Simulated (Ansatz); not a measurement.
## Geometry relaxation, with input and output: CH₄SSeSi (part 3 of 3)

CH₄SSeSi, SMILES S=C[SiH2][SeH]; RKS PBE0-D4/def2-TZVP (Ansatz 0.2.0). The geometry: PBE-D4/def2-SVP start.

Geometry of the input (Å):
```
S  -0.0371  2.6432  -1.0421
C  -0.1198  1.4869  0.1077
Si 0.1265  -0.3368  -0.3682
Se -0.3279  -1.5606  1.5364
H  -0.3068  1.7673  1.1701
H  1.5453  -0.5347  -0.8299
H  -0.7975  -0.6750  -1.5046
H  0.0095  -2.8475  0.8751
```

**Trajectory as extended XYZ, continued**
```
8
Properties=species:S:1:pos:R:3:forces:R:3 step=30 energy=-85149.60962
S    -0.8711    2.5374   -0.7284   -0.0079   0.0051  -0.0077
C    -0.0073    1.4411    0.0753    0.0085  -0.0139   0.0244
Si    0.1224   -0.3508   -0.4642    0.0061   0.0161  -0.0183
Se   -0.8976   -1.6032    1.1556    0.0126  -0.0255   0.0005
H     0.5067    1.7338    0.9964    0.0006  -0.0009  -0.0110
H     1.5473   -0.7693   -0.5149   -0.0007  -0.0031   0.0005
H    -0.5305   -0.4944   -1.7843   -0.0013   0.0028   0.0026
H     0.2224   -2.5518    1.2088   -0.0179   0.0194   0.0090
8
Properties=species:S:1:pos:R:3:forces:R:3 step=31 energy=-85149.61046
S    -0.8891    2.5314   -0.7078    0.0114  -0.0144   0.0152
C    -0.0037    1.4372    0.0768    0.0080   0.0058   0.0023
Si    0.1236   -0.3509   -0.4741   -0.0088  -0.0167   0.0024
Se   -0.9166   -1.6146    1.1274    0.0497  -0.0368  -0.0071
H     0.5260    1.7282    0.9897   -0.0122   0.0041  -0.0126
H     1.5453   -0.7805   -0.5172   -0.0008   0.0041  -0.0022
H    -0.5258   -0.4837   -1.7970    0.0004   0.0037   0.0036
H     0.2325   -2.5243    1.2465   -0.0476   0.0502  -0.0016
8
Properties=species:S:1:pos:R:3:forces:R:3 step=32 energy=-85149.61045 accepted=F
S    -0.9095    2.5217   -0.6808    0.0525  -0.0471   0.0420
C     0.0036    1.4299    0.0779   -0.0291   0.0335  -0.0096
Si    0.1260   -0.3541   -0.4856   -0.0405  -0.0184   0.0060
Se   -0.9433   -1.6250    1.0943    0.1911  -0.0942  -0.0154
H     0.5444    1.7164    0.9860   -0.0150   0.0142  -0.0233
H     1.5443   -0.7958   -0.5225   -0.0060   0.0019   0.0016
H    -0.5207   -0.4740   -1.8111    0.0060   0.0036   0.0036
H     0.2473   -2.4764    1.2862   -0.1590   0.1066  -0.0049
8
Properties=species:S:1:pos:R:3:forces:R:3 step=33 energy=-85149.61095
S    -0.8994    2.5227   -0.6930   -0.0039   0.0168  -0.0089
C     0.0018    1.4320    0.0769   -0.0019  -0.0206   0.0259
Si    0.1265   -0.3544   -0.4798   -0.0101   0.0204  -0.0080
Se   -0.9290   -1.6171    1.1108    0.0430  -0.0323  -0.0044
H     0.5335    1.7220    0.9887    0.0031   0.0041  -0.0109
H     1.5481   -0.7837   -0.5236   -0.0030  -0.0141   0.0035
H    -0.5242   -0.4790   -1.8024    0.0034  -0.0005  -0.0046
H     0.2350   -2.4997    1.2668   -0.0307   0.0261   0.0075
8
Properties=species:S:1:pos:R:3:forces:R:3 step=34 energy=-85149.61128
S    -0.9028    2.5237   -0.6825   -0.0188   0.0070   0.0060
C    -0.0030    1.4279    0.0822    0.0656   0.0060  -0.0324
Si    0.1220   -0.3543   -0.4876    0.0001  -0.0090   0.0299
Se   -0.9362   -1.6310    1.0898    0.0282  -0.0516   0.0077
H     0.5463    1.7187    0.9832   -0.0266  -0.0103   0.0083
H     1.5410   -0.7931   -0.5224    0.0013   0.0105  -0.0096
H    -0.5213   -0.4696   -1.8145   -0.0066  -0.0012   0.0006
H     0.2463   -2.4796    1.2963   -0.0432   0.0488  -0.0107
8
Properties=species:S:1:pos:R:3:forces:R:3 step=35 energy=-85149.61280
S    -0.8982    2.5239   -0.6728   -0.0053   0.0052  -0.0019
C     0.0025    1.4223    0.0828    0.0199  -0.0027  -0.0052
Si    0.1194   -0.3582   -0.4949    0.0056   0.0046   0.0094
Se   -0.9490   -1.6502    1.0637    0.0217  -0.0264  -0.0054
H     0.5447    1.7050    0.9905   -0.0074  -0.0062   0.0025
H     1.5377   -0.7994   -0.5342   -0.0045   0.0019  -0.0040
H    -0.5262   -0.4627   -1.8217   -0.0067  -0.0019   0.0034
H     0.2613   -2.4379    1.3310   -0.0234   0.0255   0.0012
8
Properties=species:S:1:pos:R:3:forces:R:3 step=36 energy=-85149.61403
S    -0.8864    2.5271   -0.6628    0.0116  -0.0083  -0.0008
C     0.0069    1.4142    0.0859   -0.0129   0.0018   0.0109
Si    0.1147   -0.3630   -0.5050   -0.0035   0.0063  -0.0089
Se   -0.9653   -1.6816    1.0242    0.1646  -0.0791   0.0178
H     0.5422    1.6860    1.0010    0.0026  -0.0048  -0.0026
H     1.5323   -0.8067   -0.5511   -0.0100  -0.0011  -0.0006
H    -0.5359   -0.4532   -1.8306   -0.0033   0.0001   0.0076
H     0.2836   -2.3800    1.3827   -0.1491   0.0852  -0.0233
8
Properties=species:S:1:pos:R:3:forces:R:3 step=37 energy=-85149.61488
S    -0.8801    2.5295   -0.6596    0.0158  -0.0089  -0.0020
C     0.0080    1.4108    0.0869   -0.0240   0.0002   0.0192
Si    0.1137   -0.3641   -0.5113    0.0086   0.0039  -0.0064
Se   -0.9655   -1.6916    1.0104    0.1521  -0.0812   0.0276
H     0.5380    1.6762    1.0071    0.0058  -0.0031  -0.0080
H     1.5312   -0.8069   -0.5615   -0.0072  -0.0022  -0.0026
H    -0.5406   -0.4496   -1.8353   -0.0050  -0.0009   0.0100
H     0.2875   -2.3616    1.4076   -0.1462   0.0922  -0.0378
8
Properties=species:S:1:pos:R:3:forces:R:3 step=38 energy=-85149.61589
S    -0.8416    2.5391   -0.6537    0.0266  -0.0443   0.0321
C     0.0036    1.3909    0.0999    0.0280   0.0454  -0.0165
Si    0.1075   -0.3731   -0.5308   -0.0417   0.0196  -0.0037
Se   -0.9727   -1.7377    0.9547    0.3555  -0.1537   0.1171
H     0.5212    1.6334    1.0346   -0.0306  -0.0064  -0.0231
H     1.5263   -0.8079   -0.6010   -0.0009  -0.0034  -0.0009
H    -0.5634   -0.4408   -1.8476    0.0034   0.0023   0.0107
H     0.3114   -2.2612    1.4883   -0.3403   0.1405  -0.1158
8
Properties=species:S:1:pos:R:3:forces:R:3 step=39 energy=-85149.62405
S    -0.7985    2.5463   -0.6285    0.0328  -0.0275   0.0275
C     0.0104    1.3634    0.1099   -0.0729   0.0609  -0.0572
Si    0.1127   -0.3776   -0.5640   -0.0587  -0.1485   0.0482
Se   -0.9482   -1.8151    0.8728    0.0921   0.0119  -0.0169
H     0.5014    1.5615    1.0643    0.0424   0.0709   0.0935
H     1.5377   -0.7780   -0.6805    0.0117  -0.0259  -0.0098
H    -0.6038   -0.4403   -1.8535    0.0004   0.0107  -0.0417
H     0.2804   -2.1174    1.6239   -0.0478   0.0476  -0.0435
8
Properties=species:S:1:pos:R:3:forces:R:3 step=40 energy=-85149.62549
S    -0.7683    2.5436   -0.6376    0.0005   0.0021  -0.0166
C     0.0111    1.3551    0.1214   -0.0622   0.0253  -0.0771
Si    0.1166   -0.3844   -0.5658   -0.0996  -0.0994   0.0051
Se   -0.9316   -1.8402    0.8596   -0.0519   0.0504  -0.1126
H     0.4652    1.5578    1.0909    0.0874   0.0221   0.1382
H     1.5335   -0.7939   -0.7247    0.0475   0.0012   0.0301
H    -0.6124   -0.4242   -1.8498   -0.0175  -0.0078  -0.0202
H     0.2781   -2.0710    1.6505    0.0956   0.0060   0.0529
8
Properties=species:S:1:pos:R:3:forces:R:3 step=41 energy=-85149.62701
S    -0.8076    2.5182   -0.5927   -0.0024   0.0321  -0.0021
C     0.0176    1.3371    0.1279   -0.0216   0.0163  -0.0436
Si    0.1209   -0.3935   -0.5854    0.0173   0.0251   0.0132
Se   -0.9315   -1.8358    0.8328   -0.1596  -0.0574  -0.0699
H     0.5046    1.5361    1.0866    0.0277  -0.0012   0.0262
H     1.5427   -0.7976   -0.7306    0.0159  -0.0060  -0.0013
H    -0.6044   -0.4244   -1.8729   -0.0048  -0.0111   0.0012
H     0.2498   -1.9973    1.6788    0.1275   0.0021   0.0763
8
Properties=species:S:1:pos:R:3:forces:R:3 step=42 energy=-85149.61869 accepted=F
S    -0.8008    2.5166   -0.5716   -0.0069  -0.0283   0.0554
C     0.0080    1.3216    0.1468    0.1467   0.0789  -0.0357
Si    0.1126   -0.4029   -0.5847   -0.0845  -0.0328  -0.0673
Se   -0.9319   -1.9036    0.7741    0.3895   0.0208   0.3093
H     0.5421    1.5236    1.0844   -0.1047  -0.0301  -0.0509
H     1.5404   -0.7931   -0.7294   -0.0105   0.0298  -0.0082
H    -0.6157   -0.4351   -1.8710    0.0349   0.0363  -0.0185
H     0.2376   -1.8844    1.6958   -0.3645  -0.0746  -0.1840
8
Properties=species:S:1:pos:R:3:forces:R:3 step=43 energy=-85149.62924
S    -0.7887    2.5319   -0.5902   -0.0165   0.0322  -0.0209
C     0.0154    1.3369    0.1293    0.0109  -0.0305   0.0294
Si    0.1140   -0.3959   -0.5853   -0.0003  -0.0001   0.0034
Se   -0.9224   -1.8768    0.8096   -0.0002  -0.0026  -0.0002
H     0.5077    1.5290    1.0886    0.0000  -0.0077  -0.0126
H     1.5403   -0.7837   -0.7383    0.0055  -0.0012  -0.0021
H    -0.6158   -0.4334   -1.8705    0.0007   0.0046   0.0036
H     0.2417   -1.9651    1.7011   -0.0001   0.0052  -0.0007
8
Properties=species:S:1:pos:R:3:forces:R:3 step=44 energy=-85149.62939
S    -0.7795    2.5337   -0.5913   -0.0010   0.0081  -0.0016
C     0.0141    1.3330    0.1319   -0.0047  -0.0123  -0.0027
Si    0.1133   -0.3977   -0.5871   -0.0018  -0.0002  -0.0071
Se   -0.9164   -1.8857    0.8042   -0.0006  -0.0017   0.0030
H     0.5024    1.5198    1.0935    0.0041   0.0055   0.0083
H     1.5405   -0.7799   -0.7470    0.0039  -0.0010  -0.0007
H    -0.6205   -0.4325   -1.8699    0.0004   0.0001   0.0003
H     0.2382   -1.9479    1.7102   -0.0003   0.0015   0.0005
8
Properties=species:S:1:pos:R:3:forces:R:3 step=45 energy=-85149.62942
S    -0.7733    2.5348   -0.5908    0.0002   0.0004   0.0030
C     0.0131    1.3300    0.1340    0.0001  -0.0045  -0.0136
Si    0.1131   -0.3989   -0.5895   -0.0014   0.0016  -0.0010
Se   -0.9121   -1.8912    0.8006    0.0087  -0.0017   0.0107
H     0.4986    1.5143    1.0974    0.0012   0.0024   0.0096
H     1.5408   -0.7781   -0.7541    0.0015   0.0015  -0.0001
H    -0.6234   -0.4326   -1.8709    0.0002  -0.0009   0.0010
H     0.2354   -1.9355    1.7176   -0.0105   0.0012  -0.0095
8
Properties=species:S:1:pos:R:3:forces:R:3 step=46 energy=-85149.62942 accepted=F
S    -0.7707    2.5349   -0.5903    0.0067  -0.0032   0.0039
C     0.0141    1.3287    0.1342   -0.0154  -0.0023  -0.0070
Si    0.1134   -0.3997   -0.5905   -0.0001   0.0028  -0.0052
Se   -0.9111   -1.8922    0.7998    0.0118   0.0020   0.0084
H     0.4951    1.5108    1.1004    0.0057   0.0038   0.0046
H     1.5412   -0.7778   -0.7571   -0.0006  -0.0008   0.0003
H    -0.6249   -0.4332   -1.8708    0.0016   0.0000  -0.0005
H     0.2351   -1.9288    1.7187   -0.0096  -0.0024  -0.0045
8
Properties=species:S:1:pos:R:3:forces:R:3 step=47 energy=-85149.62943
S    -0.7707    2.5358   -0.5916    0.0001   0.0007   0.0011
C     0.0129    1.3297    0.1339   -0.0006  -0.0018  -0.0053
Si    0.1127   -0.3990   -0.5898    0.0000   0.0000   0.0013
Se   -0.9116   -1.8910    0.8015    0.0025  -0.0002   0.0028
H     0.4959    1.5129    1.0990    0.0005   0.0006   0.0035
H     1.5406   -0.7776   -0.7546    0.0007   0.0005  -0.0005
H    -0.6241   -0.4333   -1.8709   -0.0002  -0.0003  -0.0002
H     0.2366   -1.9348    1.7170   -0.0030   0.0004  -0.0027
8
Properties=species:S:1:pos:R:3:forces:R:3 step=48 energy=-85149.62944
S    -0.7690    2.5366   -0.5920    0.0003  -0.0004   0.0000
C     0.0127    1.3294    0.1338    0.0003   0.0007   0.0011
Si    0.1126   -0.3992   -0.5900    0.0000  -0.0002  -0.0015
Se   -0.9111   -1.8911    0.8018    0.0004   0.0000   0.0001
H     0.4942    1.5119    1.1000   -0.0004  -0.0003  -0.0005
H     1.5406   -0.7771   -0.7557    0.0000   0.0001   0.0007
H    -0.6246   -0.4337   -1.8709   -0.0005  -0.0002   0.0002
H     0.2369   -1.9340    1.7173   -0.0002   0.0002  -0.0002
```

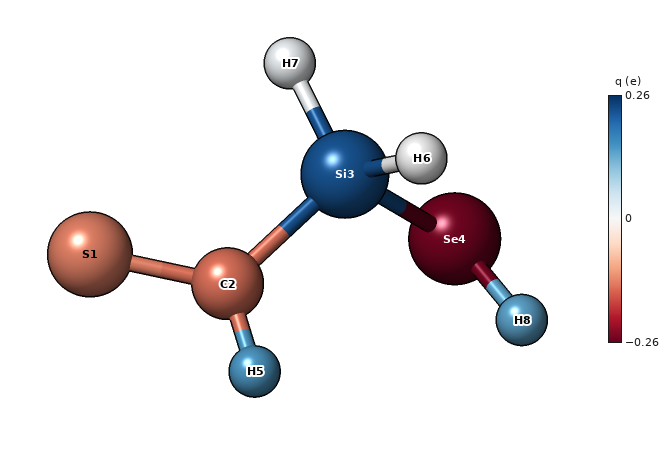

Mulliken charges, as the colour of each atom (ball-and-stick view, seen at a tilt; atoms are numbered from 1 in the order of the input). By element: S −0.13, C −0.14, Si +0.22, Se −0.25 and H 0.00 to +0.15 e.

**Key numbers**

| quantity | value |
| --- | --- |
| outcome | converged |
| total energy | −85149.6295 eV |
| mean-field energy | −85149.4354 eV |
| dispersion energy | −0.1941 eV |
| SCF solution under orbital rotations | stable |
| largest force (length of the vector) at the end | 0.002 eV/Å |
| dipole moment | 1.76 D |
| wall time | 2.6 min (CPU time 9.7 min) |
| peak memory | 0.5 GiB |
